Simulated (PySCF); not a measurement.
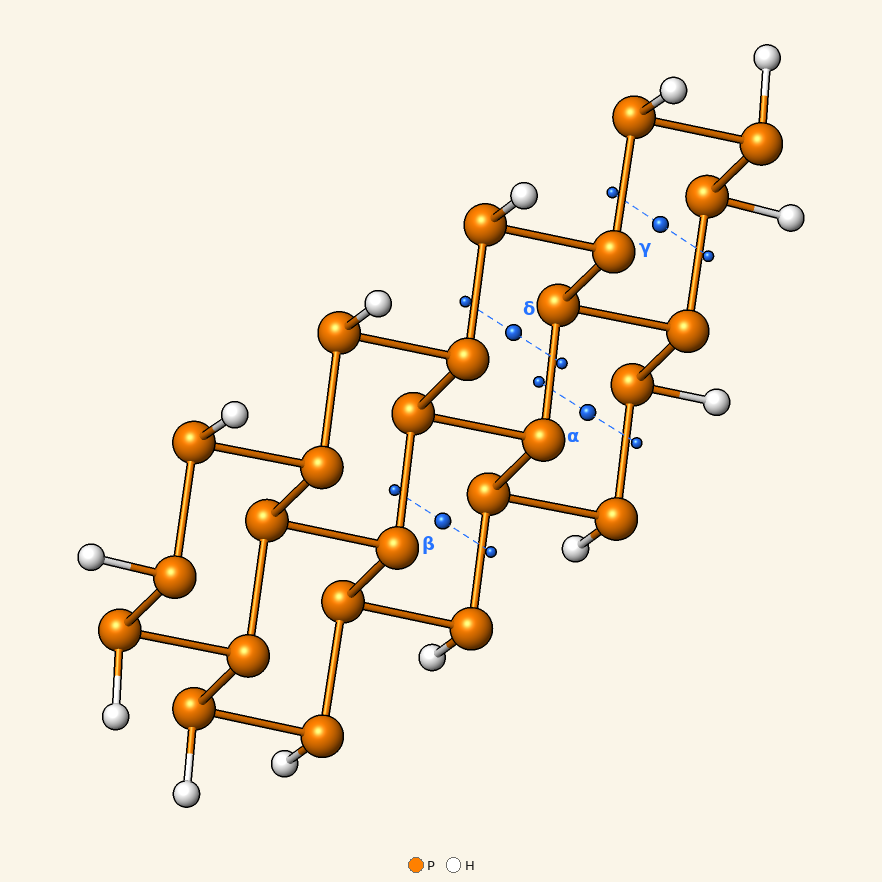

The small points mark where nucleus-independent chemical shifts (NICS) were computed: at the centre of each lettered ring and 1 Å above and below it. Geometry: a distorted geometry made from a computed GFN2-xTB structure, not a minimum. Properties computed with GIAO KT3/pcSseg-1 NMR shielding, non-relativistic, gas phase (PySCF 2.14.0).

Give NICS(0), NICS(1) and the out-of-plane component NICS(1)zz for each ring (means of the two sides).

| ring | members | NICS(0) | NICS(1) | NICS(1)zz |
| --- | --- | --- | --- | --- |
| α | P6 | −5.8 | −4.5 | 6.0 |
| β | P6 | −5.9 | −4.6 | 6.6 |
| γ | P6 | −5.7 | −4.4 | 5.4 |
| δ | P6 | −5.8 | −4.5 | 6.8 |

Values in ppm.

### What do the values say about the ring currents?

Ring α: weak, as in a non-aromatic ring. Ring β: weak, as in a non-aromatic ring. Ring γ: weak, as in a non-aromatic ring. Ring δ: weak, as in a non-aromatic ring. NICS is one index among several.
